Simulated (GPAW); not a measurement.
# Work function of a 8-layer slab of Pb(100) at several levels

Wanted: work functions and dipole of a 8-layer slab of Pb(100), with the cost of each level.

Method: GPAW, PAW setups; slab in vacuum, relaxation, in the first sound run; inputs show where later runs differ, in GPAW 26.7.0.

**1. The structure**

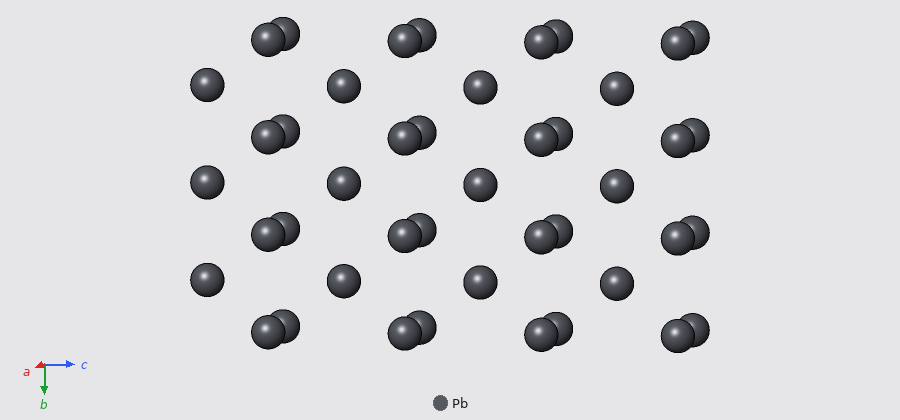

Start, viewed from the side, with the c axis across the page; lead dark grey. 1×3×1 cells are drawn. Some periodic images of atoms are drawn too.

The cell holds 8 atoms: 8 Pb. Cell: a = 3.500 Å, b = 3.500 Å, c = 33.325 Å, α = 90.0°, β = 90.0°, γ = 90.0°. Vacuum lies along c.

Coordinates:

```
Pb
1.0
     3.50018    0.00000    0.00000
     0.00000    3.50018    0.00000
     0.00000    0.00000   33.32500
Pb
8
Direct
  0.50000 0.50000 0.24006
  0.00000 0.00000 0.31433
  0.50000 0.50000 0.38860
  0.00000 0.00000 0.46287
  0.50000 0.50000 0.53713
  0.00000 0.00000 0.61140
  0.50000 0.50000 0.68567
  0.00000 0.00000 0.75994
```

**2. Relaxation**

Forces are removed first; all later runs use this geometry. The lowest 4 atoms are held at bulk positions and keep their forces.

File run.py:

```python
import json
import numpy as np
from ase import Atoms
from ase.constraints import FixAtoms
from ase.optimize import BFGS
from gpaw import GPAW, PW

slab = Atoms(
    ['Pb', 'Pb', 'Pb', 'Pb', 'Pb', 'Pb', 'Pb', 'Pb'],
    positions=[
        [1.75009, 1.75009, 8.00000],
        [0.00000, 0.00000, 10.47500],
        [1.75009, 1.75009, 12.95000],
        [0.00000, 0.00000, 15.42500],
        [1.75009, 1.75009, 17.90000],
        [0.00000, 0.00000, 20.37500],
        [1.75009, 1.75009, 22.85000],
        [0.00000, 0.00000, 25.32500]],
    cell=[[3.50018, 0.0, 0.0], [0.0, 3.50018, 0.0], [0.0, 0.0, 33.325]],
    pbc=[True, True, False])

slab.calc = GPAW(mode=PW(400), xc='PBE', kpts={'size': (9, 9, 1), 'gamma': True},
                 occupations={'name': 'fermi-dirac', 'width': 0.1}, nbands='200%',
                 convergence={'density': 1e-05}, maxiter=200,
                 poissonsolver={'dipolelayer': 'xy'},
                 symmetry={'tolerance': 1e-3, 'extra_ids': [1, 1, 1, 1, 0, 0, 0, 0]}, txt='slab.txt')
result = {}
slab.set_constraint(FixAtoms([0, 1, 2, 3]))
path = []
opt = BFGS(slab, maxstep=0.2)
opt.attach(lambda: path.append((slab.get_potential_energy(), slab.positions.tolist(), slab.get_forces().tolist())))
result['relaxed'] = bool(opt.run(fmax=0.03, steps=40))
result['path'] = path
energy = slab.get_potential_energy()
fermi = slab.calc.get_fermi_level()
v = slab.calc.get_electrostatic_potential().mean((0, 1)) - fermi
n = slab.calc.get_pseudo_density().mean((0, 1))
L = slab.cell[2, 2]
z = np.arange(len(v)) * L / len(v)
low, high = slab.positions[:, 2].min(), slab.positions[:, 2].max()
below, above = np.interp([low - 5.8, high + 5.8], z, v)
slopes = [np.interp(x, z, np.gradient(v, z)) for x in (low - 5.8, high + 5.8)]
eps = np.array([[slab.calc.get_eigenvalues(k, s) for k in range(len(slab.calc.get_ibz_k_points()))]
                for s in range(slab.calc.get_number_of_spins())]) - fermi
top, bottom = eps[eps < 0].max(), eps[eps > 0].min()
dipole = slab.get_dipole_moment()[2]
print(f'energy {energy:.4f} eV, Fermi level {fermi:.4f} eV, dipole {dipole:.5f} e A')
print(f'potential 5.8 A off the faces, from the Fermi level: lower {below:.4f} eV, upper {above:.4f} eV')
print(f'slope of the potential there: lower {slopes[0]:.5f}, upper {slopes[1]:.5f} eV/A')
print(f'nearest levels on the mesh: {top:.4f} and {bottom:.4f} eV')
print('magnetic moment', round(slab.get_magnetic_moment(), 3))
result.update(energy=energy, fermi=fermi, dipole=dipole, below=below, above=above, slopes=slopes, edges=[top, bottom],
              z=z.tolist(), v=v.tolist(), n=n.tolist(), positions=slab.positions.tolist(),
              forces=slab.get_forces(apply_constraint=False).tolist(), moments=slab.get_magnetic_moments().tolist())
json.dump(result, open('result.json', 'w'))
```

Command:

```
$ OMP_NUM_THREADS=1 OPENBLAS_NUM_THREADS=1 python run.py
```

The program printed:

```text
Step          Energy          fmax
BFGS:    0      -29.393080        0.406438
BFGS:    1      -29.396196        0.388760
BFGS:    2      -29.420040        0.118052
BFGS:    3      -29.421220        0.060407
BFGS:    4      -29.421319        0.057287
BFGS:    5      -29.410360        0.318388
BFGS:    6      -29.423878        0.111384
BFGS:    7      -29.424142        0.106204
BFGS:    8      -29.428377        0.044308
BFGS:    9      -29.429802        0.059682
BFGS:   10      -29.430947        0.048903
BFGS:   11      -29.431203        0.054384
BFGS:   12      -29.431405        0.061609
BFGS:   13      -29.431566        0.060689
BFGS:   14      -29.432698        0.048172
BFGS:   15      -29.433496        0.023375
energy -29.3609 eV, Fermi level 3.0481 eV, dipole -0.00459 e A
potential 5.8 A off the faces, from the Fermi level: lower 3.6984 eV, upper 3.7698 eV
slope of the potential there: lower -0.00021, upper 0.00020 eV/A
nearest levels on the mesh: -0.0144 and 0.0147 eV
magnetic moment 0.0
```

It took 54 min on 1 thread of Intel Xeon 6975P-C (Granite Rapids), shared host; peak memory 0.48 GiB.

Step by step:

```csv
step,energy less that of the first step (eV),largest force (eV/Å)
1,0.0000,0.4064
2,-0.0034,0.3888
3,-0.0330,0.1181
4,-0.0331,0.0604
5,-0.0332,0.0573
6,-0.0253,0.3184
7,-0.0366,0.1114
8,-0.0368,0.1062
9,-0.0392,0.0443
10,-0.0399,0.0597
11,-0.0406,0.0489
12,-0.0410,0.0544
13,-0.0413,0.0616
14,-0.0415,0.0607
15,-0.0432,0.0482
16,-0.0434,0.0234
```

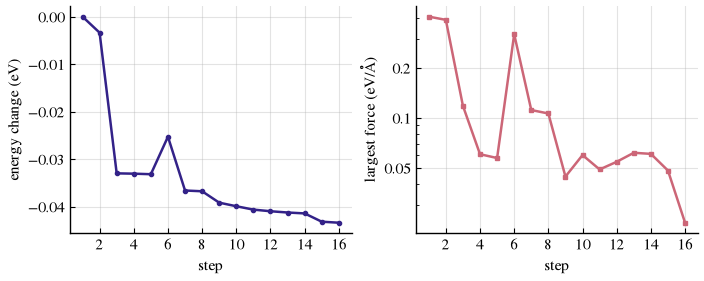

Energy and largest force along the relaxation.

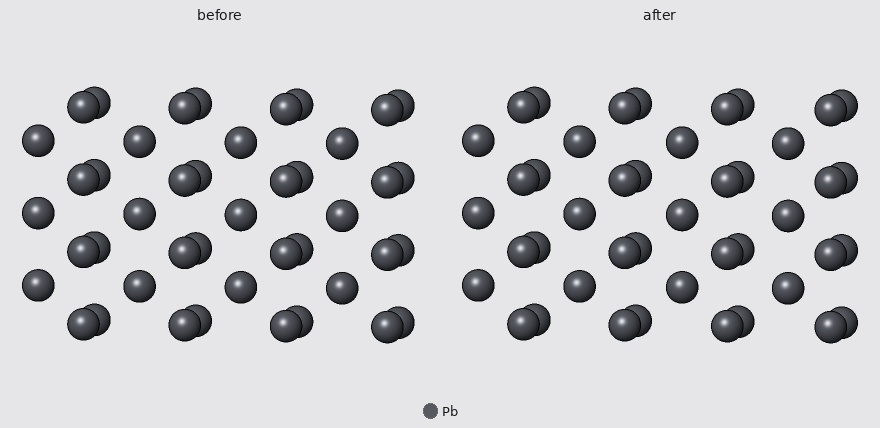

The structure before and after the relaxation, drawn at the same scale.

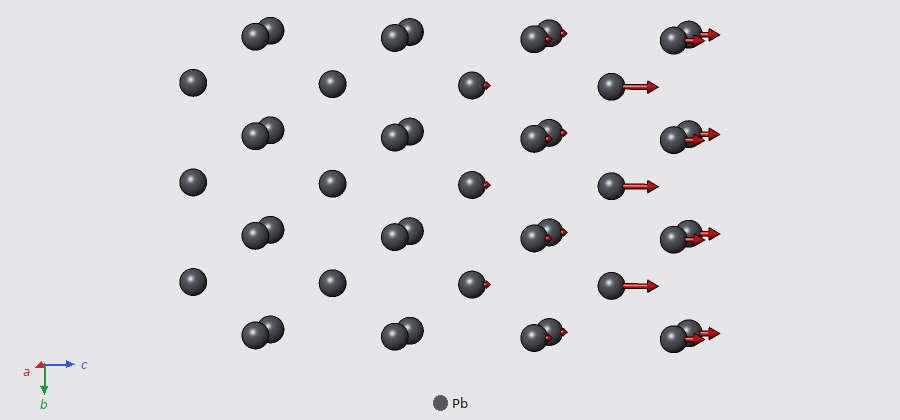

Displacements in the relaxation, exaggerated; the longest in the cell stands for 0.29 Å. 1×3×1 cells are drawn. Some periodic images of atoms are drawn too.

The atoms that moved most (Å):

```csv
atom,dx,dy,dz,length
Pb7,0.000,0.000,0.289,0.289
Pb8,0.000,0.000,0.164,0.164
Pb5,0.000,0.000,0.061,0.061
Pb6,0.000,0.000,0.059,0.059
```

The relaxed structure:

```xyz
8
Lattice="3.5002 0.0000 0.0000 0.0000 3.5002 0.0000 0.0000 0.0000 33.3250" Properties=species:S:1:pos:R:3
Pb    1.7501    1.7501    8.0000
Pb    0.0000    0.0000   10.4750
Pb    1.7501    1.7501   12.9500
Pb    0.0000    0.0000   15.4250
Pb    1.7501    1.7501   17.9614
Pb    0.0000    0.0000   20.4339
Pb    1.7501    1.7501   23.1387
Pb    0.0000    0.0000   25.4892
```

This step gave:

```yaml
dipole_along_the_normal: -0.004586 e·Å
levels_nearest_the_fermi_level_on_the_mesh: -0.01440, 0.01467 eV from the Fermi level
upper_work_function: 3.770 eV
lower_work_function: 3.698 eV
```

The electrostatic potential energy of an electron (without an applied field's), less the Fermi level, planar mean oscillates, so the rows of the table below give means over windows of 2.5 Å about each position, cut where the curve ends. Its maxima inside the range that stand out by 2 % of the span (Å: eV): 9.3: -0.0593, 11.7: -0.179, 14.3: -0.192, 16.7: 0.211, 19.2: -0.135, 21.8: 0.894, 24.3: -0.755. Its minima: 8.0: -18.5, 10.5: -18.5, 12.9: -18.6, 15.4: -18.6, 17.9: -18.4, 20.4: -18.6, 23.1: -18.5, 25.5: -18.5.

Electrostatic potential energy of an electron (without an applied field's), less the Fermi level, planar mean against z; means over each step:

```csv
z (Å),"electrostatic potential energy of an electron (without an applied field's), less the Fermi level, planar mean (eV)"
1.25,3.70
3.75,3.69
6.25,1.57
8.75,-7.57
11.25,-7.76
13.75,-7.67
16.25,-7.34
18.75,-7.70
21.25,-6.63
23.75,-8.12
26.25,-5.56
28.75,3.71
31.25,3.77
```

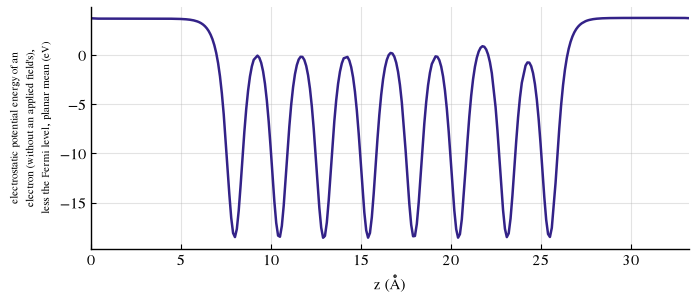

Electrostatic potential energy of an electron (without an applied field's), less the Fermi level, planar mean against z.

The pseudo valence density, planar mean oscillates, so the rows of the table below give means over windows of 2.5 Å about each position, cut where the curve ends. Its maxima inside the range that stand out by 2 % of the span (Å: e/Å³): 7.9: 1.01, 10.4: 1.03, 12.9: 1.04, 15.4: 1.04, 17.9: 1.03, 20.4: 1.04, 23.1: 1.04, 25.4: 1.02. Its minima: 9.2: 0.147, 11.7: 0.144, 14.2: 0.144, 16.7: 0.133, 19.2: 0.145, 21.9: 0.110, 24.4: 0.170.

Table of pseudo valence density, planar mean by z; means over each step:

```csv
z (Å),"pseudo valence density, planar mean (e/Å³)"
1.25,0
3.75,1.7e-4
6.25,0.0739
8.75,0.461
11.25,0.462
13.75,0.462
16.25,0.450
18.75,0.463
21.25,0.423
23.75,0.480
26.25,0.381
28.75,0.00173
31.25,5.5e-6
```

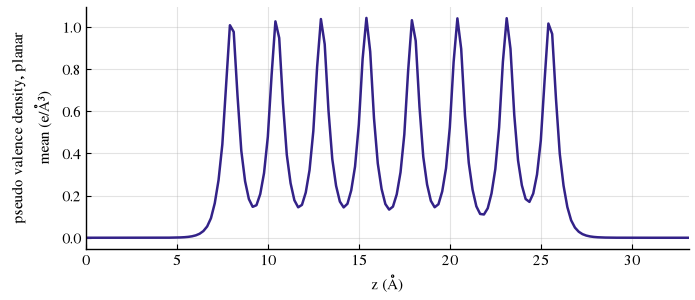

Pseudo valence density, planar mean against z.

The relaxation lowered the energy of the cell by 0.0434 eV (energies extrapolated to zero smearing; the optimiser's log prints free energies). The largest force left on a free atom is 0.023 eV/Å.

**3. The slab's potential**

The work function is the vacuum plateau of the electrostatic potential less the Fermi level; a dipole layer lets the two faces have plateaus of their own.

This step: GPAW, PAW setups; slab in vacuum (GPAW 26.7.0).

Changes to run.py since step 2:

```diff
@@ -3,4 +3,2 @@
 from ase import Atoms
-from ase.constraints import FixAtoms
-from ase.optimize import BFGS
 from gpaw import GPAW, PW
@@ -14,6 +12,6 @@
         [0.00000, 0.00000, 15.42500],
-        [1.75009, 1.75009, 17.90000],
-        [0.00000, 0.00000, 20.37500],
-        [1.75009, 1.75009, 22.85000],
-        [0.00000, 0.00000, 25.32500]],
+        [1.75009, 1.75009, 17.96141],
+        [0.00000, -0.00000, 20.43390],
+        [1.75009, 1.75009, 23.13873],
+        [-0.00000, 0.00000, 25.48923]],
     cell=[[3.50018, 0.0, 0.0], [0.0, 3.50018, 0.0], [0.0, 0.0, 33.325]],
@@ -25,10 +23,4 @@
                  poissonsolver={'dipolelayer': 'xy'},
-                 symmetry={'tolerance': 1e-3, 'extra_ids': [1, 1, 1, 1, 0, 0, 0, 0]}, txt='slab.txt')
+                 symmetry={'tolerance': 1e-3}, txt='slab.txt')
 result = {}
-slab.set_constraint(FixAtoms([0, 1, 2, 3]))
-path = []
-opt = BFGS(slab, maxstep=0.2)
-opt.attach(lambda: path.append((slab.get_potential_energy(), slab.positions.tolist(), slab.get_forces().tolist())))
-result['relaxed'] = bool(opt.run(fmax=0.03, steps=40))
-result['path'] = path
 energy = slab.get_potential_energy()
```

The program printed:

```text
energy -29.3609 eV, Fermi level 3.0481 eV, dipole -0.00469 e A
potential 5.8 A off the faces, from the Fermi level: lower 3.6983 eV, upper 3.7699 eV
slope of the potential there: lower -0.00020, upper 0.00019 eV/A
nearest levels on the mesh: -0.0144 and 0.0147 eV
magnetic moment 0.0
```

Wall time 5.2 min (1 thread); peak memory 0.47 GiB.

Numbers from this step:

```
dipole along the normal                    : -0.004694 e·Å
levels nearest the Fermi level on the mesh : -0.01439, 0.01465 eV from the Fermi level
```

The electrostatic potential energy of an electron (without an applied field's), less the Fermi level, planar mean oscillates, so the rows of the table below give means over windows of 2.5 Å about each position, cut where the curve ends. Its maxima inside the range that stand out by 2 % of the span (Å: eV): 9.3: -0.0594, 11.7: -0.179, 14.3: -0.192, 16.7: 0.211, 19.2: -0.134, 21.8: 0.894, 24.3: -0.755. Its minima: 8.0: -18.5, 10.5: -18.5, 12.9: -18.6, 15.4: -18.6, 17.9: -18.4, 20.4: -18.6, 23.1: -18.5, 25.5: -18.5.

Electrostatic potential energy of an electron (without an applied field's), less the Fermi level, planar mean against z; means over each step:

(Unchanged from step 2.)

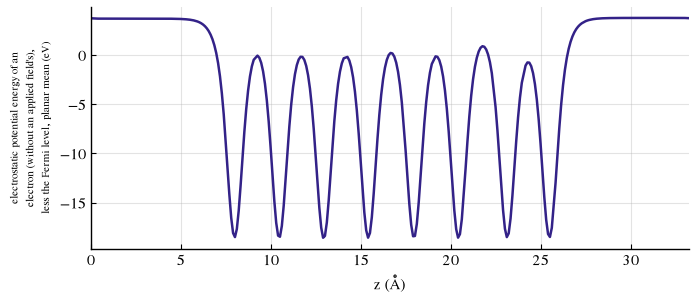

Electrostatic potential energy of an electron (without an applied field's), less the Fermi level, planar mean, plotted against z.

The pseudo valence density, planar mean oscillates, so the rows of the table below give means over windows of 2.5 Å about each position, cut where the curve ends. Its maxima inside the range that stand out by 2 % of the span (Å: e/Å³): 7.9: 1.01, 10.4: 1.03, 12.9: 1.04, 15.4: 1.04, 17.9: 1.03, 20.4: 1.04, 23.1: 1.04, 25.4: 1.02. Its minima: 9.2: 0.147, 11.7: 0.144, 14.2: 0.144, 16.7: 0.133, 19.2: 0.145, 21.9: 0.110, 24.4: 0.170.

The pseudo valence density, planar mean by z; means over each step:

```csv
z (Å),"pseudo valence density, planar mean (e/Å³)"
1.25,0
3.75,1.7e-4
6.25,0.0739
8.75,0.461
11.25,0.462
13.75,0.462
16.25,0.450
18.75,0.463
21.25,0.423
23.75,0.480
26.25,0.381
28.75,0.00173
31.25,5.5e-6
```

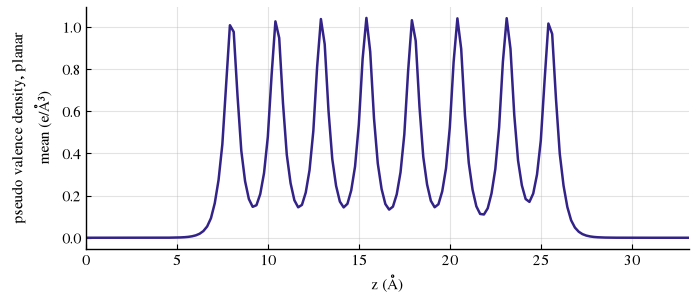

Pseudo valence density, planar mean against z.

Force by atom:

```csv
atom,x (eV/Å),y (eV/Å),z (eV/Å),size
Pb1,0.000,0.000,0.159,0.159
Pb2,0.000,0.000,-0.407,0.407
Pb3,0.000,0.000,0.181,0.181
Pb4,0.000,0.000,0.031,0.031
Pb5,0.000,0.000,0.020,0.020
Pb6,0.000,0.000,0.017,0.017
Pb7,0.000,0.000,-0.023,0.023
Pb8,0.000,0.000,0.020,0.020
```

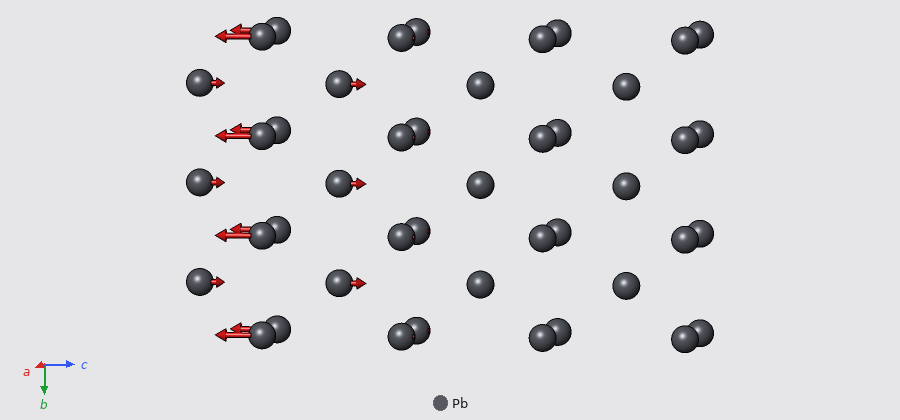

Force as arrows, the longest 0.407 eV/Å. 1×3×1 cells are drawn. Some periodic images of atoms are drawn too.

The potential is flat to 2.0e-4 eV/Å where it is read, so the vacuum is wide enough.

(Part 1 of 2 ends here.)

[Logs are printed without paths, hosts, clocks, repeated set-up lines and the standing remarks that a program may print on its own settings, such as how far it seeks lower states.]

[Hosts, paths, dates, database ids (printed as entryN), source tags and the programs' standing remarks are cut or masked in the printed files.]
